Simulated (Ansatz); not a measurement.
Base system: BN in the zinc blende structure (space group F-43m, No. 216; a = 3.5805 Å). Axes: x, y, z lie along the cube axes.

It is then changed as follows: biaxial strain −0.50 %, plane normal [001], relaxed out of plane (Cartesian); in-plane vectors clamped, the third vector and the atoms free.

Computed with LDA (Ansatz, a quantum-chemistry and plane-wave program, PAW, no SOC).

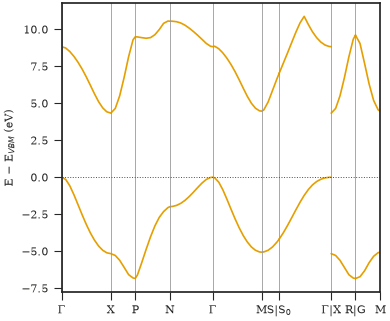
*Highest valence and lowest conduction band along the path of the changed cell's own zone*

Question: From the figure, how large is the changed gap, and is it direct?

Answer: About 4.3 eV, indirect, Γ → X.

No phonon test of stability was made. k-point labels follow each cell's own Brillouin zone.
